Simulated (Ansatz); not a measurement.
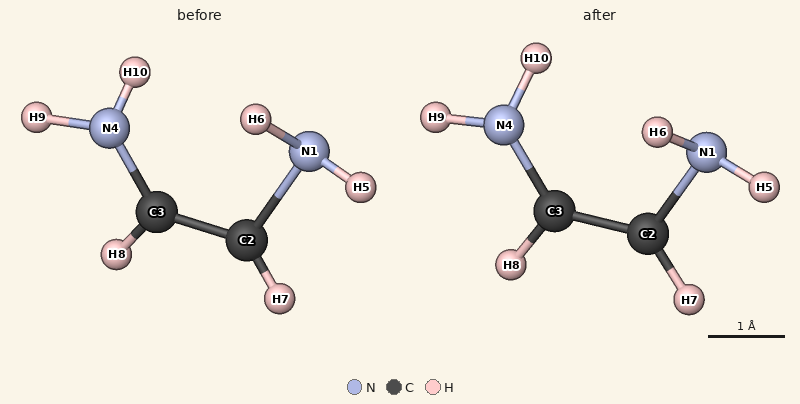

The structure of C₂H₆N₂ before (left) and after (right) a relaxation, at one scale.

A ball-and-stick model, seen at a tilt.

Level of theory: RKS B2GP-PLYP/def2-mTZVP in Ansatz.

The input:
```yaml
crystal:
  periodic: [false, false, false]
  atoms:
    - {symbol: N, position_ang: [-0.460796, 0.956498, -1.133097]}
    - {symbol: C, position_ang: [-0.309402, -0.632125, -0.790885]}
    - {symbol: C, position_ang: [0.105892, -0.813046, 0.410437]}
    - {symbol: N, position_ang: [0.527277, 0.090960, 1.290415]}
    - {symbol: H, position_ang: [-0.452292, 0.952810, -2.061166]}
    - {symbol: H, position_ang: [0.563003, 1.504812, -0.768952]}
    - {symbol: H, position_ang: [-0.452235, -1.172413, -1.485813]}
    - {symbol: H, position_ang: [0.068999, -1.729401, 0.785894]}
    - {symbol: H, position_ang: [0.593508, -0.368121, 2.349677]}
    - {symbol: H, position_ang: [0.124820, 0.788471, 1.444623]}
basis:
  gaussian: {orbitals: def2-mTZVP, fitting: {mean_field: def2-universal-jkfit}}
hamiltonian: {xc: {name: B2GP-PLYP}}
scf: {lower_state_search: full}
relax: {f_tol: 0.0001, max_steps: 2}
```

Launched with:
```bash
ansatz run in.yaml --threads 2 --pin off --events-out ev --progress --plain --max-ram 4352MiB
```

### Summarise the run.

The relaxation stopped without meeting its thresholds, so the last structure isn't shown to be converged. The input was poor on purpose: steps. Over 1 geometry step the energy falls by 92.0 kcal/mol. The largest force component goes from 14 to 4.5 eV/Å. The atom that moves furthest after the best rigid fit is H10 (0.19 Å). Largest moves by element: H 0.19 Å, N 0.10 Å, C 0.09 Å. Among the contacts that change: N4–H10 0.820 → 0.989 Å, C2–H7 0.892 → 1.036 Å, N1–H6 1.217 → 1.076 Å, N4–H9 1.156 → 1.051 Å. Bond angles that change, for instance: N1–C2–C3 111.3° → 116.1°, C2–N1–H5 101.8° → 106.3°, H9–N4–H10 101.2° → 105.0°.
